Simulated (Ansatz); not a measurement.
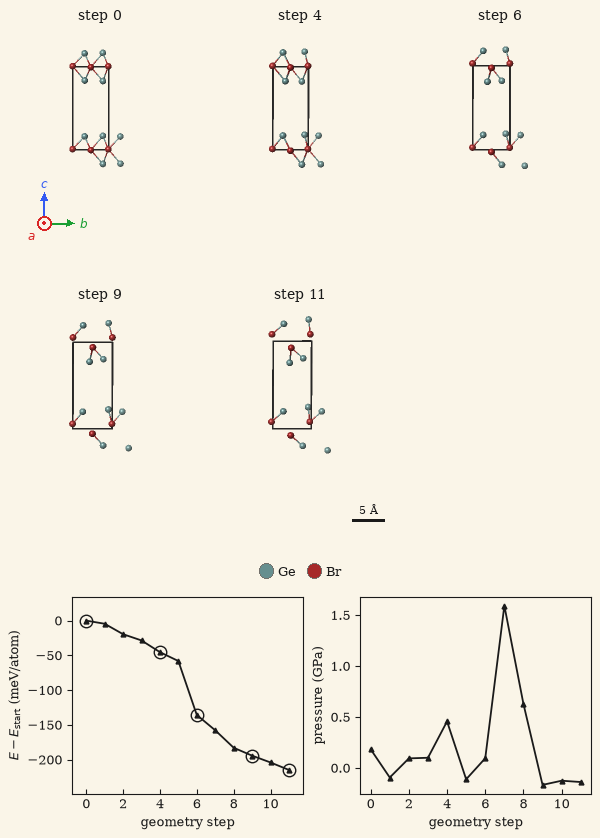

Frames of a relaxation of solid Ge₂Br (a generated structure, set up in P1) (coarse preliminary run), marked on the history of the run. A ball-and-stick model of the cell of the calculation, seen along the a axis.

Level of theory: DFT PBE, scalar-relativistic, plane waves, PAW in Ansatz.

Input
```yaml
crystal:
  lattice:
    - [1.6066239296, -2.8677311112, -0.0654514246]
    - [-4.9182831919, -2.9245489613, 0.0113473035]
    - [0.1562008211, -0.217248481, -13.2930967909]
  atoms:
    - { symbol: Ge, position: [0.4824568438, 0.8388257199, 0.1688740244] }
    - { symbol: Ge, position: [-0.0061952337, 0.3279247282, 0.16234765] }
    - { symbol: Ge, position: [0.5052075946, 0.8412300259, 0.8298450811] }
    - { symbol: Ge, position: [0.0093398208, 0.3318426149, 0.8347365935] }
    - { symbol: Br, position: [0.014158262, 0.991561845, 1.0076597346] }
    - { symbol: Br, position: [0.4950327124, 0.5019483994, 0.9965369164] }
basis:
  ecutwfc: 420
kpoints:
  mp_grid: { grid: [6, 4, 2] }
hamiltonian:
  xc: pbe
scf:
  occupations: { method: gaussian, width: 0.2 }
  lower_state_search: "off"
output:
  forces: true
  stress: true
  eigenvalues: true
relax:
  adjacent_minimum: "off"
  f_tol: 0.025
  max_steps: 60
  cell: { stress_tol: 0.25 }
```

Launched with:
```bash
ansatz run input.yaml --threads 1 --pin off --max-ram 2048MiB --backend cpu --events-out ev --progress --plain --runs-dir out
```

Describe the path.

Answer. The run was cut off at its time limit before the relaxation converged, so the last structure is only a point on the way. The largest move relative to the cell is that of Ge4, 1.31 Å along [−1 2 −2]. Largest moves by element: Ge 1.31 Å, Br 1.10 Å. The volume changes by +9.4 %, with a 3.288 → 3.174 Å (−3.5 %), b 5.722 → 6.144 Å (+7.4 %), c 13.296 → 14.034 Å (+5.5 %), α 90.2° → 89.5°, γ 88.5° → 89.8°. Near-neighbour distances that change, for instance: Ge4–Br5 3.019 → 5.383 Å, Ge1–Br6 2.987 → 5.338 Å, Ge2–Br6 2.895 → 4.443 Å, Ge3–Br5 3.083 → 4.446 Å. Bonds break: Ge2–Br6 (2.89 → 4.44 Å). Among the angles between lasting bonds that change: Ge1–Br5–Ge2 71.1° → 60.7°, Ge3–Br6–Ge4 69.9° → 63.0°, Ge1–Br5–Ge2 69.2° → 62.6°. The space group stays P1 (No. 1). The energy falls by 215 meV per atom in 11 geometry steps. Largest force component: 0.29 eV/Å at the start, 0.18 eV/Å at the end. The pressure goes from 0.18 to −0.14 GPa. The run took 4.7 min on 1 thread of Arm Neoverse V2, on a shared host, peak memory 0.52 GiB. From step 0 to 4: Ge1 moves most (0.35 Å), volume −1.6 %, energy −45.3 meV per atom. From step 4 to 6: Ge4 moves most (0.34 Å), volume +5.1 %, energy −90.3 meV per atom. From step 6 to 9: Ge4 moves most (0.50 Å), volume +8.1 %, energy −58.6 meV per atom. From step 9 to 11: Br6 moves most (0.41 Å), volume −2.0 %, energy −20.6 meV per atom.
